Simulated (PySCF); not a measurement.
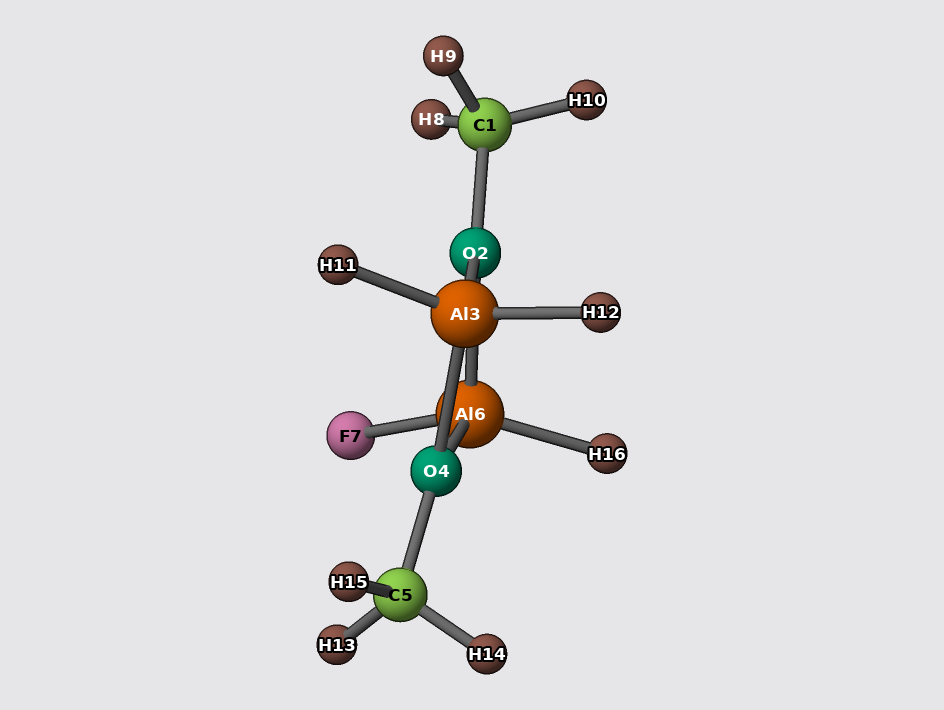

The questions are on isotropic NMR shieldings of the H atoms. The geometry was computed by an optimisation with GFN2-xTB. No frequency run is at hand to confirm it as a minimum. Method: GIAO PBE0/pcSseg-1 NMR shielding, non-relativistic, gas phase (PySCF 2.14.0).

List the isotropic NMR shieldings of the H atoms.

```tsv
atom	σ (ppm)
H8	27.66
H9	27.78
H10	27.75
H11	27.65
H12	27.67
H13	27.66
H14	27.75
H15	27.78
H16	28.23
```

The geometry is semi-empirical. Around Al such bond lengths and angles can be off by a tenth of an ångström or more and by several degrees, and values that hang on the shape move with them.
